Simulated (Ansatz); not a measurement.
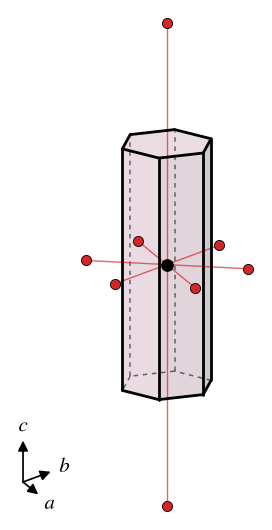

Crystal: Na3N2, coordinates from a relaxation with DFT PBE, scalar-relativistic, plane waves, PAW (Ansatz 0.2.0); the starting structure was generated, so it need not be a known form of this composition. The Wigner–Seitz cell of the crystal's lattice, with lines to the lattice points that define its faces. The drawing is computed from the coordinates (standard cell, symmetry found to 0.002 Å).

a = 3.344 Å, b = 3.344 Å, c = 10.341 Å, α = 90.00°, β = 90.00°, γ = 120.00°; lattice centring P.

> Which of Fedorov's five parallelohedra is it?

A hexagonal prism: 8 faces (6 with 4 edges, 2 with 6 edges), 18 edges, 12 vertices. Its volume is that of the primitive cell, 100.1 Å³.

> Which lattice vectors do the faces bisect?

```tsv
example	length (Å)	faces	edges of each	area (Å²)
a + b	3.34	6	4	20.0
c	10.34	2	6	9.7
```
